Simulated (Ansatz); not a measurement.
# Two runs on CH2BCl2InO

System: CH2BCl2InO, SMILES [Cl][In]([Cl])[CH]1BO1.
Method of run 1: RKS B2PLYP (frozen core)/def2-TZVPP (Ansatz 0.2.0).

The geometry comes from this level: PBE0-D4/def2-TZVP. Text and figures count atoms from 1; the logs count them from 0 in places.

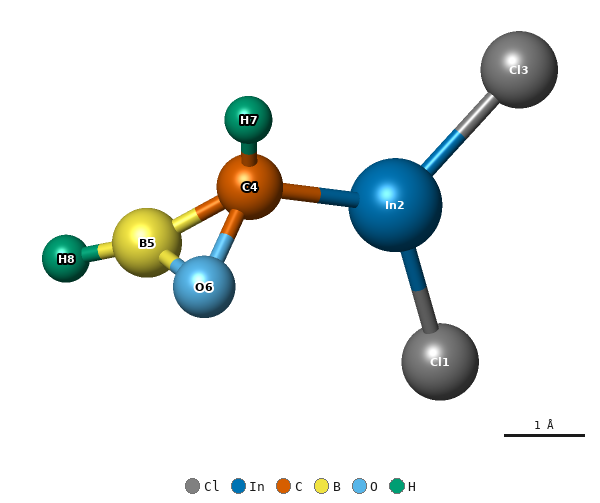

Figure 1. The structure as given in the input (ball-and-stick view, seen at a tilt; atoms are numbered from 1 in the order of the input). Sticks mark near contacts. Bond lengths as drawn: B–C 1.51 Å, B–H 1.18 Å, B–O 1.33 Å, Cl–In 2.32 Å, C–H 1.09 Å, C–In 2.13 Å and C–O 1.51 Å.

Input, run 1:
```yaml
crystal:
  periodic: [false, false, false]
  atoms:
    - {symbol: Cl, position_ang: [-0.837329, -2.903671, 0.751813]}
    - {symbol: In, position_ang: [0.716474, -1.200993, 0.521074]}
    - {symbol: Cl, position_ang: [2.909331, -1.893239, 0.810454]}
    - {symbol: C, position_ang: [0.164313, 0.786121, -0.000597]}
    - {symbol: B, position_ang: [-1.023957, 1.136476, -0.868839]}
    - {symbol: O, position_ang: [-1.209584, 1.228022, 0.442620]}
    - {symbol: H, position_ang: [0.922562, 1.539293, 0.204566]}
    - {symbol: H, position_ang: [-1.641810, 1.307991, -1.861092]}
basis:
  gaussian: {orbitals: def2-TZVPP}
hamiltonian: {xc: {name: B2PLYP}}
```

Hardware: 4 CPU threads, shared host.

Output (run 1):
```
Functional definition: B2PLYP
  parameter a = 0.53
  parameter c = 0.27
  exchange = (1 - a)*b88_x + a*exact_x
  correlation = (1 - c)*lyp_c + c*(mp2_os + mp2_ss)
1722 factors; integrals over basis functions are off by at most 9.7e-4 eV
mean field evaluation 1: about -33985.6667 eV, gradient 4.8e1 eV
mean field evaluation 2: about -33985.7749 eV, gradient 4.8e1 eV
mean field evaluation 4: about -33990.5001 eV, gradient 8.5e0 eV
mean field evaluation 8: about -33990.6402 eV, gradient 7.9e-1 eV
mean field evaluation 16: about -33990.6415 eV, gradient 2.9e-4 eV
mean field -33990.64149009 eV, -1249.1330350765 hartree, gradient 5.7e-6 eV, S^2 0.000000; 0 other end points of the search recorded, 0 dependent functions left out
17 core orbitals not correlated: weight in the atoms' cores, before any rotation towards them, 1.000 or more for the frozen orbitals, at most 0.000 for the correlated occupied ones
reference -33990.64168998 eV, -1249.1330424224 hartree; 21, 21 occupied and 217, 217 virtual orbitals, 1722 factors
second order -37.75823150 eV of doubles, -0.00000000 eV of singles
Total energy: -34000.83641249 eV, -1249.5076915643 hartree
```

The input of run 2 differs as follows (lines with − go, lines with + come):
```diff
-hamiltonian: {xc: {name: B2PLYP}}
+hamiltonian: {xc: {name: PBE-QIDH}}
```

What does this change do to the results?

The total energies belong to different methods, so their difference says nothing on which is more stable or more accurate. The functional changes from B2PLYP to PBE-QIDH.

Output (run 2):
```
Functional definition: PBE-QIDH
  parameter a = 3^(-1/3)
  parameter c = 1/3
  exchange = (1 - a)*pbe_x + a*exact_x
  correlation = (1 - c)*pbe_c + c*(mp2_os + mp2_ss)
1722 factors; integrals over basis functions are off by at most 9.7e-4 eV
mean field evaluation 1: about -33977.5970 eV, gradient 4.2e1 eV
mean field evaluation 2: about -33977.7327 eV, gradient 4.2e1 eV
mean field evaluation 4: about -33981.5321 eV, gradient 5.7e0 eV
mean field evaluation 8: about -33981.6052 eV, gradient 5.1e-1 eV
mean field evaluation 16: about -33981.6058 eV, gradient 3.3e-4 eV
mean field -33981.60583050 eV, -1248.8009807112 hartree, gradient 2.8e-6 eV, S^2 0.000000; 0 other end points of the search recorded, 0 dependent functions left out
17 core orbitals not correlated: weight in the atoms' cores, before any rotation towards them, 1.000 or more for the frozen orbitals, at most 0.000 for the correlated occupied ones
reference -33981.60584775 eV, -1248.8009813449 hartree; 21, 21 occupied and 217, 217 virtual orbitals, 1722 factors
second order -34.94868274 eV of doubles, -0.00000000 eV of singles
Total energy: -33993.25540866 eV, -1249.2290948121 hartree
```

The two runs side by side:

| quantity | run 1 | run 2 |
| --- | --- | --- |
| outcome | converged | converged |
| total energy (hartree) | −1249.507692 | −1249.229095 |
| basis functions | 255 | 255 |
| wall time (shared host) | 4.4 s | 4.4 s |
